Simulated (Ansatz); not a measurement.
AlH₄NO

```xyz
7

Al   -1.2867    0.7811    0.1774
N     0.3186   -0.6492    0.7337
H     0.8593   -0.3952    1.5537
O    -0.2781    0.9268   -1.2552
H     0.0212   -1.6130    0.8434
H     0.9065   -0.5711   -0.0936
H    -0.5407    1.5206   -1.9592
```

The product side of a reaction path; geometry: PBE0-D4/def2-TZVP.

Level of theory: RKS PBE0-D4/def2-TZVPP (Ansatz 0.2.0).

Predict the electron density and electron localisation function between the atoms.

Answer. Al–O (1.76 Å): ρ at the midpoint is about 0.8 e/Å³; the ELF peaks at about 0.90 in the valence shell of O, 0.6 Å from its nucleus, and is about 0.50 at the midpoint.
Al–N (2.22 Å): ρ at the midpoint is about 0.36 e/Å³; the ELF peaks at about 0.95 in the valence shell of N, 0.7 Å from its nucleus, and is about 0.65 at the midpoint.
O–H (0.96 Å): ρ at the midpoint is about 3.8 e/Å³; the ELF climbs to about 1 towards the hydrogen, as it does in any bond to H (an ordinary covalent bond to hydrogen).
N–H (1.02 Å): ρ at the midpoint is about 2.9 e/Å³; the ELF climbs to about 1 towards the hydrogen: an ordinary covalent bond to hydrogen.

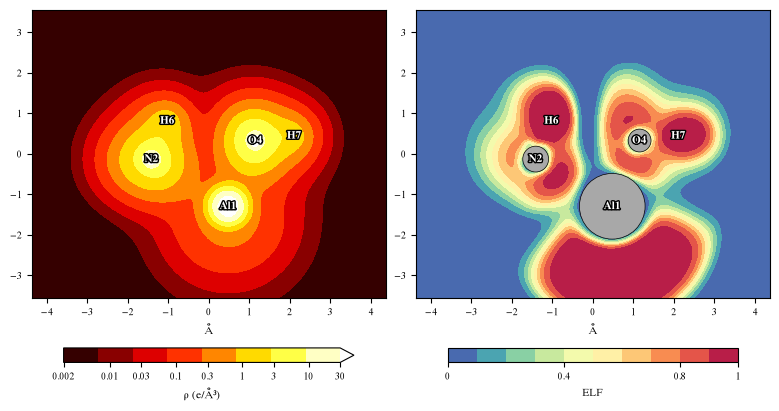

Computed electron density and electron localisation function on the plane of atoms Al1, O4 and H7, in this order. Grey discs cover the atomic cores in the ELF map. 
